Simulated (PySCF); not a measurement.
# Run report: C2H7NSi, geometry relaxation

System: C2H7NSi, multiplicity 3.
Method: PBE0-D3(BJ)/def2-SVP geometry optimisation, gas phase (PySCF 2.14.0).

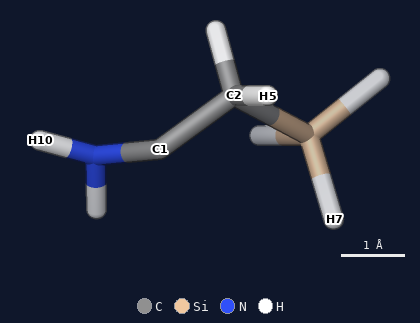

*The structure as given in the input (stick view, seen at a tilt; atoms are numbered from 1 in the order of the input).*

Bond lengths as drawn: C–C 1.47 Å, C–H 1.09 to 1.10 Å, C–N 1.37 Å, C–Si 1.95 Å, H–N 0.98 to 1.01 Å and H–Si 1.45 to 1.48 Å.

## Input
```
{"job": {"xc": "PBE0", "basis": "def2-SVP", "d3": "d3bj", "grid": 2, "kind": "geom", "shake": 0.01}, "charge": 0, "multiplicity": 3}
C      0.955373     0.733937    -0.452502
C     -0.292650     0.893345     0.308219
Si    -1.458826    -0.635021     0.012045
N      1.977245    -0.142740    -0.210932
H     -0.823261     1.791388    -0.007102
H     -0.088567     0.988428     1.384919
H     -1.753610    -0.690029    -1.404488
H     -0.686963    -1.822677     0.428230
H     -2.665391    -0.502067     0.833540
H      2.850550     0.265112    -0.012046
H      2.018788    -0.908177    -0.869584
```

The first line tells a small driver script what to run in PySCF; the rest is the geometry in Å.

Hardware: 1 CPU thread, shared host.

Launched with:
```bash
OMP_NUM_THREADS=1 python <driver script> task.json out
```

## The program's output
```
step   0  E = -424.06604387  max force = 0.033755
step   1  E = -424.07001988  max force = 0.004758
step   2  E = -424.07016397  max force = 0.002045
step   3  E = -424.07019124  max force = 0.000487
step   4  E = -424.07019512  max force = 0.000358
optimisation converged
```

## Trajectory as extended XYZ (Å, eV, eV/Å), 5 frames, from step=0 to step=4
```
11
Properties=species:S:1:pos:R:3:forces:R:3 step=0 energy=-11539.42482
C     0.9554    0.7339   -0.4525   -0.0378   0.2309  -0.0647
C    -0.2927    0.8933    0.3082   -0.1918  -0.6897  -0.2311
Si   -1.4588   -0.6350    0.0120    1.1442   0.9604   0.7354
N     1.9772   -0.1427   -0.2109   -1.7358  -0.4395  -0.1295
H    -0.8233    1.7914   -0.0071   -0.2306   0.3427  -0.1240
H    -0.0886    0.9884    1.3849   -0.0240  -0.0171   0.3183
H    -1.7536   -0.6900   -1.4045   -0.3131  -0.1323  -0.8487
H    -0.6870   -1.8227    0.4282    0.0460  -0.3905   0.0401
H    -2.6654   -0.5021    0.8335   -0.5666  -0.0647   0.2272
H     2.8506    0.2651   -0.0120    1.5344   0.5023   0.2254
H     2.0188   -0.9082   -0.8696    0.3752  -0.3025  -0.1485
11
Properties=species:S:1:pos:R:3:forces:R:3 step=1 energy=-11539.53301
C     0.9368    0.7559   -0.4642   -0.1886   0.0527   0.0440
C    -0.3247    0.9046    0.3015    0.2434   0.1856   0.0287
Si   -1.4428   -0.6064    0.0787   -0.1783  -0.1712  -0.0451
N     1.9219   -0.1677   -0.2477    0.2447  -0.1091  -0.0518
H    -0.8672    1.8074   -0.0308   -0.0076  -0.0939   0.0157
H    -0.1188    1.0361    1.3869   -0.0311  -0.0191  -0.0630
H    -1.8314   -0.7349   -1.3591    0.0101   0.0066  -0.0231
H    -0.7194   -1.8558    0.4744    0.0006   0.0549   0.0158
H    -2.7041   -0.5139    0.8877    0.0714   0.0312   0.0077
H     2.8336    0.2074    0.0161   -0.0726   0.0202   0.0429
H     2.0550   -0.8767   -0.9705   -0.0919   0.0422   0.0282
11
Properties=species:S:1:pos:R:3:forces:R:3 step=2 energy=-11539.53693
C     0.9380    0.7572   -0.4631   -0.0578   0.0201   0.0229
C    -0.3205    0.9027    0.3011    0.1052   0.0321  -0.0189
Si   -1.4476   -0.6106    0.0751   -0.0536  -0.0379  -0.0270
N     1.9268   -0.1663   -0.2513    0.0770  -0.0308  -0.0246
H    -0.8687    1.7993   -0.0310   -0.0227  -0.0122  -0.0029
H    -0.1191    1.0318    1.3854   -0.0202  -0.0146   0.0001
H    -1.8366   -0.7400   -1.3636    0.0103   0.0060   0.0036
H    -0.7233   -1.8539    0.4789    0.0042   0.0049   0.0103
H    -2.6987   -0.5024    0.8924    0.0140   0.0146   0.0126
H     2.8333    0.2079    0.0275   -0.0325   0.0022   0.0103
H     2.0551   -0.8697   -0.9786   -0.0239   0.0155   0.0135
11
Properties=species:S:1:pos:R:3:forces:R:3 step=3 energy=-11539.53767
C     0.9399    0.7581   -0.4624    0.0073   0.0074   0.0112
C    -0.3178    0.9000    0.2997    0.0149  -0.0156  -0.0250
Si   -1.4504   -0.6126    0.0737    0.0037   0.0060   0.0011
N     1.9308   -0.1654   -0.2552   -0.0172   0.0068  -0.0049
H    -0.8711    1.7933   -0.0325   -0.0068   0.0050   0.0014
H    -0.1228    1.0254    1.3852   -0.0055  -0.0019   0.0103
H    -1.8382   -0.7423   -1.3648    0.0010  -0.0018   0.0024
H    -0.7285   -1.8550    0.4845   -0.0037  -0.0048   0.0018
H    -2.6962   -0.4909    0.8962   -0.0025   0.0025   0.0032
H     2.8330    0.2078    0.0358    0.0027  -0.0014  -0.0009
H     2.0600   -0.8624   -0.9872    0.0060  -0.0022  -0.0006
11
Properties=species:S:1:pos:R:3:forces:R:3 step=4 energy=-11539.53778
C     0.9416    0.7595   -0.4616    0.0115   0.0069   0.0069
C    -0.3169    0.8987    0.2989   -0.0042  -0.0167  -0.0161
Si   -1.4512   -0.6132    0.0738    0.0087   0.0087   0.0058
N     1.9322   -0.1648   -0.2570   -0.0184   0.0049  -0.0014
H    -0.8713    1.7916   -0.0329   -0.0020   0.0033   0.0031
H    -0.1245    1.0229    1.3852   -0.0007   0.0012   0.0049
H    -1.8388   -0.7446   -1.3644   -0.0009  -0.0028   0.0001
H    -0.7327   -1.8567    0.4875   -0.0032  -0.0029   0.0005
H    -2.6963   -0.4862    0.8968   -0.0021   0.0011  -0.0005
H     2.8333    0.2069    0.0388    0.0057  -0.0013  -0.0014
H     2.0634   -0.8582   -0.9920    0.0057  -0.0023  -0.0019
```

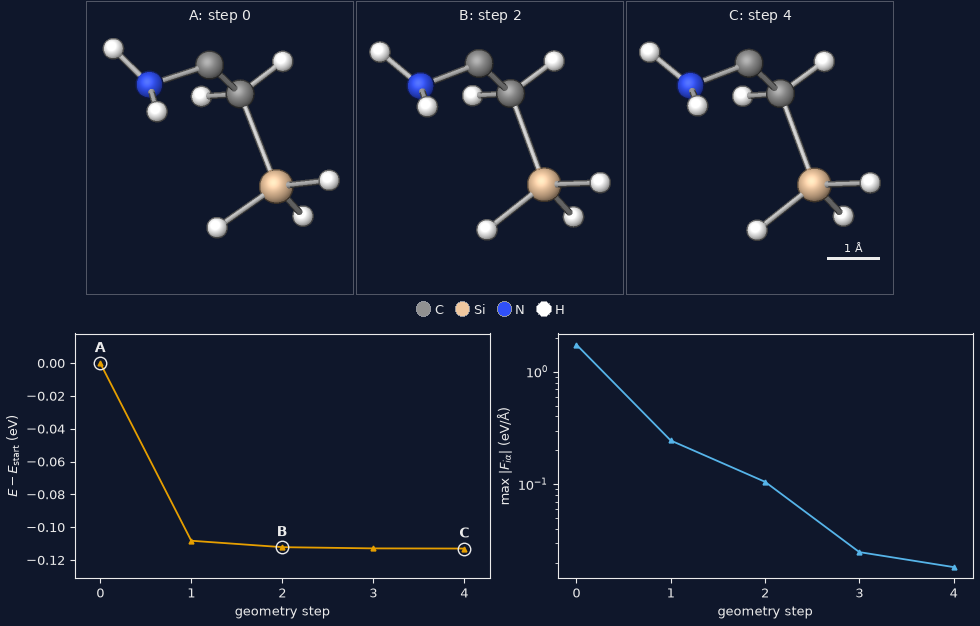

*Frames of the relaxation (ball-and-stick view, seen at a tilt) above the curves, on which the letters mark them (steps are counted from 0).*

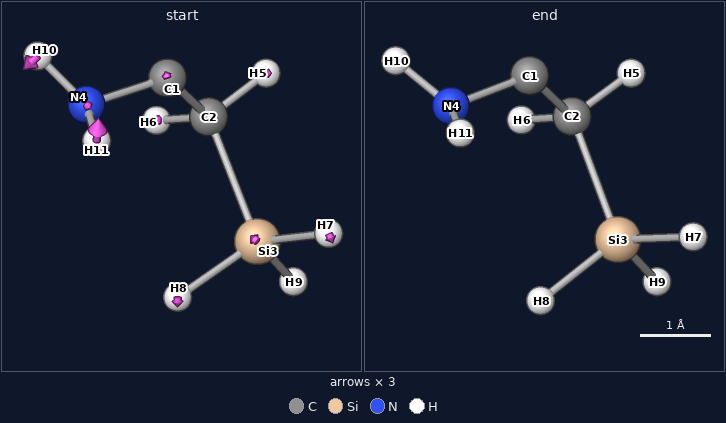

*Before (left) and after (right) the relaxation, at one scale (ball-and-stick view, seen at a tilt). The pink arrows give the displacements, magnified 3 times.*

After 4 geometry steps the energy has fallen by 0.113 eV. Largest force component: 1.7 eV/Å at the start, 0.018 eV/Å at the end. The atom that moves furthest after the best rigid fit is H11 (0.15 Å). By element the largest moves are H 0.15 Å, Si 0.05 Å, C 0.04 Å, N 0.04 Å. Among the contacts that change: Si3–H7 1.448 → 1.495 Å, C2–Si3 1.945 → 1.903 Å, N4–H10 0.984 → 1.019 Å, Si3–H9 1.466 → 1.498 Å. Among the angles that change: H10–N4–H11 114.1° → 110.1°, C2–Si3–H8 106.0° → 110.0°, H7–Si3–H9 112.6° → 108.7°. (Atoms are counted from 1 in the order of the input.)

## Results in brief

| quantity | value |
| --- | --- |
| outcome | converged |
| total energy | −424.070195 hartree |
| ⟨S²⟩ | 2.006 |
| dipole moment | 1.54 D |
| point group | C1 |
| wall time | 28 s |
| peak memory | 0.5 GiB |
